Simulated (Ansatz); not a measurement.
C₂H₄F₂: nudged elastic band

C₂H₄F₂, SMILES CC(F)F, computed with HF/3-21G, RHF (Ansatz 0.2.0).

The starting geometry was optimised with HF/3-21G. Figures and captions count atoms from 1; the log counts them from 0 in places.

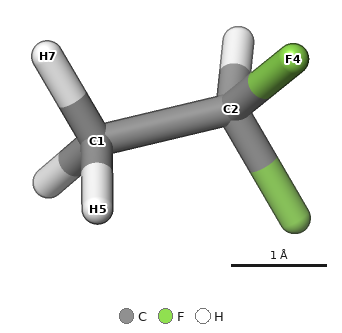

Figure 1. The starting structure (stick view, seen at a tilt; atoms are numbered from 1 in the order of the input). Bond lengths as drawn: C–C 1.50 Å, C–F 1.38 Å and C–H 1.07 to 1.08 Å.

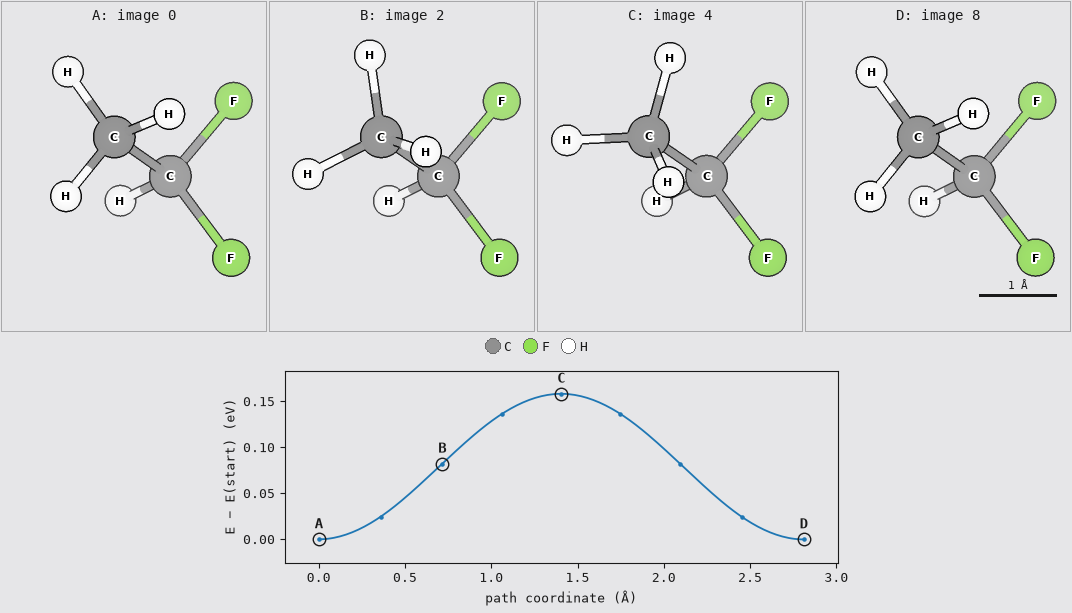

Figure 2. Images of the last band (counted from 0; ball-and-stick, seen at a tilt) above the energy along the path; the line is a cubic interpolation that uses the forces. The highest image is number 4, 0.158 eV above the start and 0.158 eV above the end (the climbing image); start and end have the same energy. The path is 2.81 Å long. The band converged in 15 iterations.

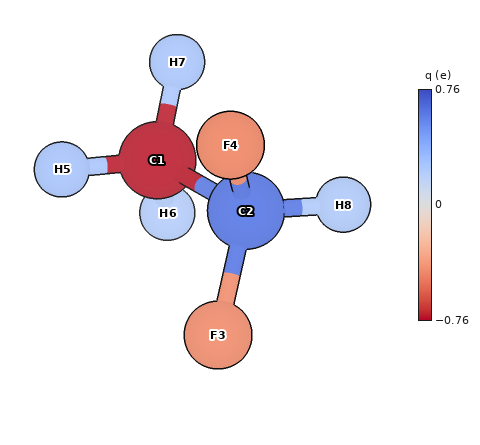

Figure 3. Mulliken charges, as the colour of each atom (ball-and-stick view, seen at a tilt; atoms are numbered from 1 in the order of the input). By element: C −0.72 to +0.58, F −0.41 and H +0.22 to +0.26 e.

The input and output of the run follow.

## The input
```yaml
crystal:
  periodic: [false, false, false]
  atoms:
    - {symbol: C, position_ang: [-0.002758, 0.776558, 0.025541]}
    - {symbol: C, position_ang: [-0.059759, -0.723611, -0.005574]}
    - {symbol: F, position_ang: [0.936667, -1.240975, 0.794284]}
    - {symbol: F, position_ang: [0.167342, -1.168485, -1.290419]}
    - {symbol: H, position_ang: [0.968725, 1.100465, -0.321435]}
    - {symbol: H, position_ang: [-0.154032, 1.131066, 1.034883]}
    - {symbol: H, position_ang: [-0.764450, 1.188551, -0.620538]}
    - {symbol: H, position_ang: [-0.999634, -1.120769, 0.327458]}
basis:
  gaussian: {orbitals: 3-21G.json}
total_charge: 0
hamiltonian: {xc: hf}
neb:
  images: 7
  max_iterations: 60
  optimiser: lbfgs
  final_atoms:
    - {symbol: C, position_ang: [-0.003916, 0.776537, 0.026778]}
    - {symbol: C, position_ang: [-0.059465, -0.723685, -0.006007]}
    - {symbol: F, position_ang: [0.937255, -1.240940, 0.793586]}
    - {symbol: F, position_ang: [0.168407, -1.167135, -1.291234]}
    - {symbol: H, position_ang: [-0.155421, 1.129760, 1.036539]}
    - {symbol: H, position_ang: [-0.766120, 1.188516, -0.618674]}
    - {symbol: H, position_ang: [0.967181, 1.101813, -0.319911]}
    - {symbol: H, position_ang: [-0.999006, -1.122016, 0.326401]}
```

Run as:
```bash
ansatz run molecule.yaml --threads 1 --pin off --max-ram 2610MiB --events-out events.jsonl --progress --plain --runs-dir runs
```

## Log
```
Functional definition: HF
  name "HF"
  exchange = exact_x
  correlation = 0
553 factors; integrals over basis functions are off by at most 6.9e-4 eV
mean field evaluation 1: about -7492.8217 eV, gradient 3.1e1 eV
mean field evaluation 2: about -7493.0175 eV, gradient 3.1e1 eV
mean field evaluation 4: about -7495.1763 eV, gradient 2.4e0 eV
mean field evaluation 8: about -7495.2018 eV, gradient 1.2e-4 eV
mean field -7495.20184527 eV, -275.4435873832 hartree, gradient 2.7e-5 eV, S^2 0.000000; 0 other end points of the search recorded, 0 dependent functions left out
the calculation of the forces begins
reference -7495.20184527 eV, -275.4435873832 hartree; 17, 17 occupied and 27, 27 virtual orbitals, 553 factors
553 factors; integrals over basis functions are off by at most 8.4e-4 eV
mean field evaluation 16: about -7495.1960 eV, gradient 6.3e-1 eV
mean field -7495.20197067 eV, -275.4435919918 hartree, gradient 2.7e-5 eV, S^2 0.000000; 0 other end points of the search recorded, 0 dependent functions left out
[... from here on the field's lines of each further geometry are left out, up to the last ...]
NEB iter   1: max|band force component| = 1.336e1 eV/Å  barrier→ = 4.2467 eV  barrier← = 4.2469 eV  Δτ_max = 0.2000 Å  (281 SCF iters)
NEB iter   2: max|band force component| = 2.007e1 eV/Å  barrier→ = 2.2317 eV  barrier← = 2.2318 eV  Δτ_max = 0.2000 Å  (245 SCF iters)
NEB iter   3: max|band force component| = 4.664e0 eV/Å  barrier→ = 0.4774 eV  barrier← = 0.4775 eV  Δτ_max = 0.0333 Å  (247 SCF iters)
NEB iter   4: max|band force component| = 2.310e0 eV/Å  barrier→ = 0.2576 eV  barrier← = 0.2577 eV  Δτ_max = 0.0399 Å  (234 SCF iters)
NEB iter   5: max|band force component| = 7.058e-1 eV/Å  barrier→ = 0.1844 eV  barrier← = 0.1846 eV  Δτ_max = 0.0113 Å  (235 SCF iters)
NEB iter   6: max|band force component| = 4.375e-1 eV/Å  barrier→ = 0.1716 eV  barrier← = 0.1718 eV  CI = image 4  Δτ_max = 0.0074 Å  (242 SCF iters)
NEB iter   7: max|band force component| = 2.113e-1 eV/Å  barrier→ = 0.1657 eV  barrier← = 0.1658 eV  CI = image 4  Δτ_max = 0.0043 Å  (239 SCF iters)
NEB iter   8: max|band force component| = 2.723e-1 eV/Å  barrier→ = 0.1635 eV  barrier← = 0.1636 eV  CI = image 4  Δτ_max = 0.0042 Å  (236 SCF iters)
NEB iter   9: max|band force component| = 1.307e-1 eV/Å  barrier→ = 0.1619 eV  barrier← = 0.1620 eV  CI = image 4  Δτ_max = 0.0052 Å  (238 SCF iters)
NEB iter  10: max|band force component| = 1.715e-1 eV/Å  barrier→ = 0.1604 eV  barrier← = 0.1605 eV  CI = image 4  Δτ_max = 0.0028 Å  (241 SCF iters)
NEB iter  11: max|band force component| = 7.710e-2 eV/Å  barrier→ = 0.1596 eV  barrier← = 0.1597 eV  CI = image 4  Δτ_max = 0.0020 Å  (237 SCF iters)
NEB iter  12: max|band force component| = 1.259e-1 eV/Å  barrier→ = 0.1592 eV  barrier← = 0.1593 eV  CI = image 4  Δτ_max = 0.0019 Å  (235 SCF iters)
NEB iter  13: max|band force component| = 6.182e-2 eV/Å  barrier→ = 0.1588 eV  barrier← = 0.1589 eV  CI = image 4  Δτ_max = 0.0024 Å  (237 SCF iters)
NEB iter  14: max|band force component| = 9.801e-2 eV/Å  barrier→ = 0.1585 eV  barrier← = 0.1586 eV  CI = image 4  Δτ_max = 0.0015 Å  (236 SCF iters)
the calculation of the forces begins
reference -7495.15058467 eV, -275.4417035913 hartree; 17, 17 occupied and 27, 27 virtual orbitals, 553 factors
these checks for a lower state are left out or cut short: stability, starts, cluster_reference, orbital_swaps, neighbouring_geometries, increment
553 factors; integrals over basis functions are off by at most 8.0e-4 eV
mean field evaluation 1376: about -7495.1955 eV, gradient 8.7e-4 eV
mean field -7495.19547409 eV, -275.4433532468 hartree, gradient 3.4e-6 eV, S^2 0.000000; 0 other end points of the search recorded, 0 dependent functions left out
the calculation of the forces begins
reference -7495.19547409 eV, -275.4433532468 hartree; 17, 17 occupied and 27, 27 virtual orbitals, 553 factors
NEB iter  15: max|band force component| = 3.876e-2 eV/Å  barrier→ = 0.1583 eV  barrier← = 0.1584 eV  CI = image 4  Δτ_max = 0.0000 Å  (1365 SCF iters)
Total energy: -7495.04358234 eV, -275.4377713280 hartree
Atom 0 at     0.019313     0.787737     0.054094 Å, force    -0.010049    -0.020767     0.010065 eV/Å
Atom 1 at    -0.051685    -0.731934     0.003634 Å, force     0.011051     0.033696    -0.010057 eV/Å
Atom 2 at     1.199057    -1.279725     0.195797 Å, force     0.007485     0.029235    -0.000390 eV/Å
Atom 3 at    -0.490807    -1.153330    -1.233683 Å, force     0.001705     0.029757    -0.005278 eV/Å
Atom 4 at     1.039312     1.092200     0.240017 Å, force     0.010618    -0.038743     0.001428 eV/Å
Atom 5 at    -0.613040     1.184022     0.836605 Å, force    -0.002797     0.000568     0.003273 eV/Å
Atom 6 at    -0.302109     1.192572    -0.894832 Å, force    -0.006438    -0.037550    -0.013076 eV/Å
Atom 7 at    -0.707940    -1.148744     0.742569 Å, force    -0.011575     0.003803     0.014036 eV/Å
Dipole moment:    -0.245449     0.391834     0.324807 e Å
this run last wrote the band of iteration 15 to runs//neb_band.json
```

## The last band as extended XYZ (Å, eV, eV/Å)
```
8
Properties=species:S:1:pos:R:3:forces:R:3 image=0 energy=-7495.20184
C    -0.0028    0.7766    0.0255    0.0026  -0.0037  -0.0012
C    -0.0598   -0.7236   -0.0056   -0.0021   0.0017   0.0007
F     0.9367   -1.2410    0.7943   -0.0021   0.0045  -0.0009
F     0.1673   -1.1685   -1.2904   -0.0008   0.0044   0.0024
H     0.9687    1.1005   -0.3214    0.0025   0.0007  -0.0009
H    -0.1540    1.1311    1.0349    0.0003  -0.0008  -0.0007
H    -0.7644    1.1886   -0.6205    0.0006  -0.0007   0.0004
H    -0.9996   -1.1208    0.3275   -0.0012  -0.0060   0.0002
8
Properties=species:S:1:pos:R:3:forces:R:3 image=1 energy=-7495.17713
C     0.0026    0.7785    0.0331   -0.0012  -0.0048   0.0019
C    -0.0586   -0.7253   -0.0022   -0.0019   0.0067   0.0016
F     1.0346   -1.2509    0.6530   -0.0230   0.0100   0.0433
F    -0.0077   -1.1661   -1.3072    0.0515   0.0247  -0.0054
H     1.0117    1.0998   -0.1848   -0.0053  -0.0197  -0.0578
H    -0.2793    1.1458    1.0097    0.0523  -0.0067   0.0218
H    -0.6666    1.1869   -0.7099   -0.0472  -0.0204   0.0303
H    -0.9445   -1.1259    0.4525   -0.0253   0.0102  -0.0356
8
Properties=species:S:1:pos:R:3:forces:R:3 image=2 energy=-7495.11961
C     0.0078    0.7827    0.0409   -0.0036  -0.0119   0.0043
C    -0.0563   -0.7281    0.0001    0.0010   0.0170  -0.0001
F     1.1102   -1.2635    0.5038   -0.0228   0.0149   0.0620
F    -0.1767   -1.1651   -1.3018    0.0695   0.0340  -0.0170
H     1.0380    1.0998   -0.0423    0.0041  -0.0281  -0.0786
H    -0.4011    1.1613    0.9672    0.0660  -0.0061   0.0388
H    -0.5548    1.1888   -0.7868   -0.0711  -0.0313   0.0323
H    -0.8751   -1.1331    0.5630   -0.0431   0.0116  -0.0417
8
Properties=species:S:1:pos:R:3:forces:R:3 image=3 energy=-7495.06516
C     0.0133    0.7865    0.0481   -0.0074  -0.0179   0.0082
C    -0.0539   -0.7307    0.0019    0.0075   0.0279  -0.0056
F     1.1645   -1.2742    0.3508   -0.0075   0.0205   0.0438
F    -0.3378   -1.1617   -1.2766    0.0466   0.0336  -0.0193
H     1.0470    1.0977    0.1005    0.0142  -0.0337  -0.0525
H    -0.5132    1.1746    0.9090    0.0401  -0.0023   0.0332
H    -0.4322    1.1918   -0.8487   -0.0546  -0.0355   0.0110
H    -0.7956   -1.1413    0.6592   -0.0390   0.0074  -0.0188
8
Properties=species:S:1:pos:R:3:forces:R:3 image=4 energy=-7495.04358
C     0.0193    0.7877    0.0541   -0.0100  -0.0208   0.0101
C    -0.0517   -0.7319    0.0036    0.0111   0.0337  -0.0101
F     1.1991   -1.2797    0.1958    0.0075   0.0292  -0.0004
F    -0.4908   -1.1533   -1.2337    0.0017   0.0298  -0.0053
H     1.0393    1.0922    0.2400    0.0106  -0.0387   0.0014
H    -0.6130    1.1840    0.8366   -0.0028   0.0006   0.0033
H    -0.3021    1.1926   -0.8948   -0.0064  -0.0376  -0.0131
H    -0.7079   -1.1487    0.7426   -0.0116   0.0038   0.0140
8
Properties=species:S:1:pos:R:3:forces:R:3 image=5 energy=-7495.06521
C     0.0261    0.7855    0.0589   -0.0084  -0.0178   0.0073
C    -0.0495   -0.7311    0.0056    0.0068   0.0279  -0.0062
F     1.2157   -1.2779    0.0376    0.0143   0.0359  -0.0466
F    -0.6371   -1.1394   -1.1732   -0.0401   0.0231   0.0163
H     1.0150    1.0836    0.3756   -0.0050  -0.0392   0.0530
H    -0.7012    1.1887    0.7500   -0.0394   0.0036  -0.0341
H    -0.1657    1.1884   -0.9255    0.0464  -0.0362  -0.0253
H    -0.6112   -1.1551    0.8152    0.0254   0.0026   0.0357
8
Properties=species:S:1:pos:R:3:forces:R:3 image=6 energy=-7495.11969
C     0.0337    0.7807    0.0628   -0.0047  -0.0119   0.0034
C    -0.0471   -0.7288    0.0078    0.0014   0.0169   0.0003
F     1.2141   -1.2691   -0.1253    0.0084   0.0385  -0.0687
F    -0.7778   -1.1223   -1.0933   -0.0559   0.0175   0.0340
H     0.9737    1.0745    0.5063   -0.0230  -0.0349   0.0731
H    -0.7777    1.1895    0.6486   -0.0494   0.0025  -0.0589
H    -0.0238    1.1792   -0.9405    0.0742  -0.0335  -0.0194
H    -0.5030   -1.1610    0.8778    0.0490   0.0047   0.0362
8
Properties=species:S:1:pos:R:3:forces:R:3 image=7 energy=-7495.17724
C     0.0418    0.7755    0.0663   -0.0021  -0.0047   0.0011
C    -0.0443   -0.7264    0.0100   -0.0006   0.0066   0.0026
F     1.1920   -1.2558   -0.2924   -0.0008   0.0286  -0.0497
F    -0.9111   -1.1054   -0.9929   -0.0379   0.0112   0.0306
H     0.9160    1.0685    0.6290   -0.0239  -0.0221   0.0501
H    -0.8405    1.1878    0.5349   -0.0305  -0.0005  -0.0483
H     0.1206    1.1665   -0.9387    0.0560  -0.0244  -0.0060
H    -0.3825   -1.1679    0.9279    0.0399   0.0053   0.0196
8
Properties=species:S:1:pos:R:3:forces:R:3 image=8 energy=-7495.20197
C     0.0495    0.7727    0.0698    0.0001  -0.0045  -0.0028
C    -0.0402   -0.7251    0.0110    0.0007   0.0020   0.0002
F     1.1475   -1.2413   -0.4617   -0.0021   0.0048   0.0018
F    -1.0329   -1.0948   -0.8712    0.0025   0.0057   0.0034
H     0.8438    1.0691    0.7396   -0.0006  -0.0013  -0.0007
H    -0.8874    1.1855    0.4147   -0.0001  -0.0005  -0.0007
H     0.2609    1.1531   -0.9200    0.0005   0.0010  -0.0034
H    -0.2491   -1.1765    0.9620   -0.0011  -0.0072   0.0023
```

## Results in brief

- outcome: converged
- barrier, forward: 0.158 eV
- barrier, backward: 0.158 eV
- dipole moment (one image of the band): 2.71 D
- hardware: 1 thread of Arm Neoverse V1, 24 GiB of memory available, shared host
- wall time: 42 s
- peak memory: 0.097 GiB
